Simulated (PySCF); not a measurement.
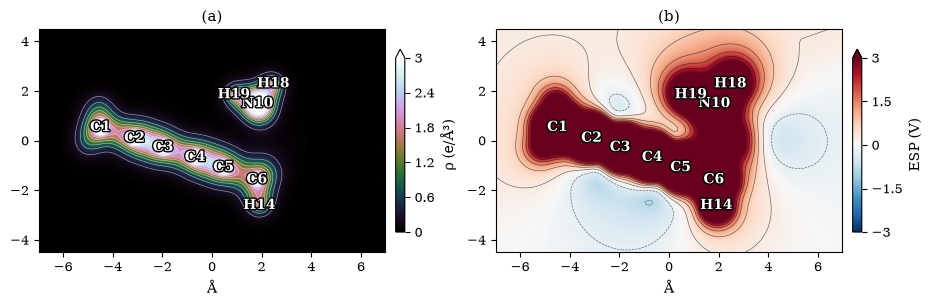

Figure. C7H10AlNO. (a) electron density; (b) electrostatic potential on the plane of atoms H18, N10 and H19.

Geometry: GFN2-xTB.

The calculation used PySCF 2.14.0, PBE0/pcSseg-1, SCF density, gas phase, non-relativistic.

| atom | x (Å) | y (Å) | z (Å) |
| --- | --- | --- | --- |
| C | 4.1558 | 1.9385 | -0.7794 |
| C | 3.0078 | 1.1306 | -0.4499 |
| C | 2.0515 | 0.4453 | -0.1751 |
| C | 0.9702 | -0.3095 | 0.1378 |
| C | 0.0306 | -1.0409 | 0.3898 |
| C | -1.0634 | -1.9149 | 0.6714 |
| C | -1.8784 | -2.3354 | -0.4233 |
| O | -2.1063 | -1.6873 | -1.4531 |
| Al | -2.0564 | -0.1374 | 1.3870 |
| N | -2.1302 | 0.7595 | -0.3998 |
| H | 4.4837 | 1.7282 | -1.7984 |
| H | 4.9748 | 1.7185 | -0.0937 |
| H | 3.9062 | 2.9976 | -0.7003 |
| H | -0.8210 | -2.6974 | 1.3874 |
| H | -2.3756 | -3.3113 | -0.2946 |
| H | -1.1915 | 0.6913 | 2.3524 |
| H | -3.5410 | -0.4570 | 1.6965 |
| H | -2.9962 | 1.2386 | -0.6421 |
| H | -1.3511 | 1.3618 | -0.6658 |
| H | -2.0747 | -0.1083 | -1.0175 |

Read the bonding off the picture.

The plane passes through C, N and H nuclei. C–C (1.21 Å): the density is about 2.7 e/Å³ at the midpoint. N–H (1.02 Å): the density is about 2.8 e/Å³ at the midpoint. C–C (1.36 Å): ρ is about 2.1 e/Å³ halfway. C–H (1.09 Å): ρ at the midpoint is about 2 e/Å³. Outside the dense part of the molecule the potential is most negative (−0.8 V) near C4.
